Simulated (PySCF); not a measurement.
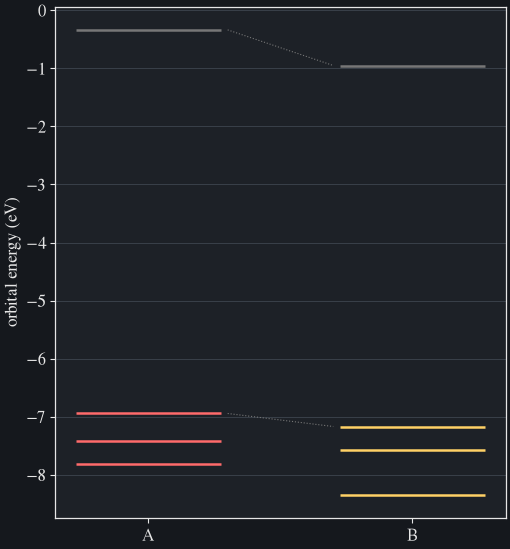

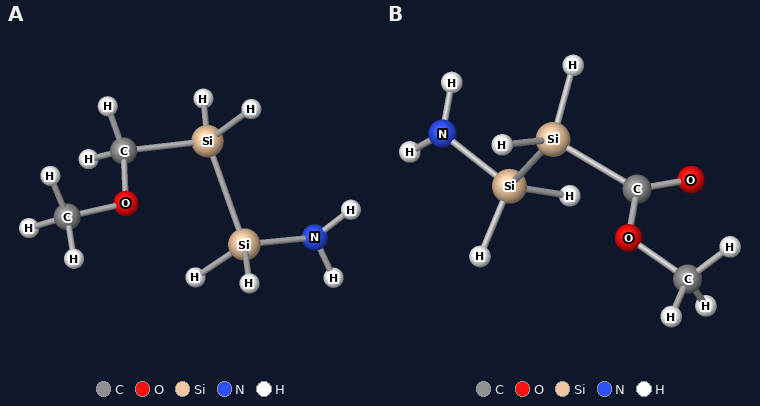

Related molecules: A is C₂H₁₁NOSi₂, SMILES COC[SiH2][SiH2]N; B is C₂H₉NO₂Si₂, SMILES COC(=O)[SiH2][SiH2]N. Frontier orbital energies, B3LYP/def2-SVPD in PySCF, at a PBE0-D3(BJ)/def2-SVP geometry (no frequency check); drawn are at most three filled levels and, in grey, the LUMO with any level within 0.03 eV of it; dotted lines join the HOMOs and the LUMOs.

### What does the change do to the frontier levels?

From A to B the HOMO falls by 0.22 eV and the LUMO falls by 0.61 eV, so the separation goes from 6.61 to 6.22 eV.

### Does the ΔSCF ionisation energy follow the HOMO?

A: −ε(HOMO) 6.95, ΔSCF 9.00 eV; B: −ε(HOMO) 7.17, ΔSCF 9.07 eV.

Limits of at least one run: one conformer of a flexible molecule.
